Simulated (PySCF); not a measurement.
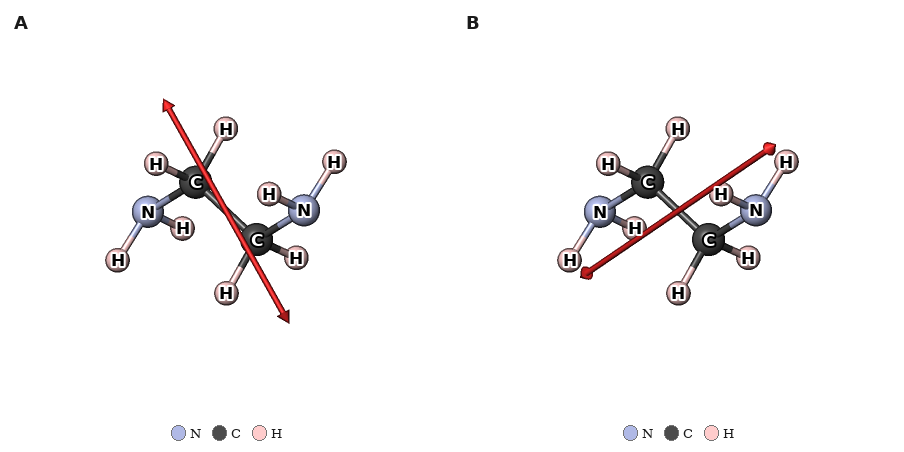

The double arrows show the directions of two transition dipoles from the ground state (lengths mean nothing). Computed geometry: PBE0-D3(BJ)/def2-TZVP optimisation. No frequency run is at hand to confirm it as a minimum. Level of theory: TDDFT PBE0/aug-cc-pVTZ, vertical, gas phase, core orbitals frozen in the response (PySCF 2.14.0).

One belongs to singlet state 2 and one to singlet state 4. Which is which?

A: state 2, 5.48 eV (226 nm), oscillator strength 0.050, mainly HOMO → LUMO+1 (weight 0.94).
B: state 4, 6.11 eV (203 nm), oscillator strength 0.021, mainly HOMO → LUMO+3 (weight 0.92).
